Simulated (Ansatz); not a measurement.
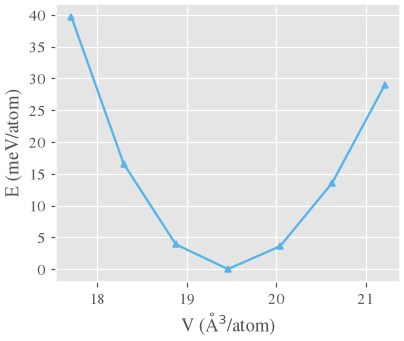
Fig. 1. AlAs in space group P-6m2 (No. 187; Al on 1a, As on 1f) under volume change, PBE (plane waves, PAW; program Ansatz), shape and atoms relaxed at each volume.

Task: What does a third-order Birch–Murnaghan fit give for V₀, B₀ and B′?

Result: V₀ = 19.46 Å³/atom, B₀ = 68.2 GPa, B′ = 4.4.

A made-up cell: these elements were put on the sites of a structure type; neither database checked (COD, Materials Project) lists it. It is not the phase usual at ambient conditions (space group No. 216). The cell was relaxed with PBE under the symmetry of its start; whether a distortion lowers the energy is not shown.

Potentials: the later of the program's two PAW sets.
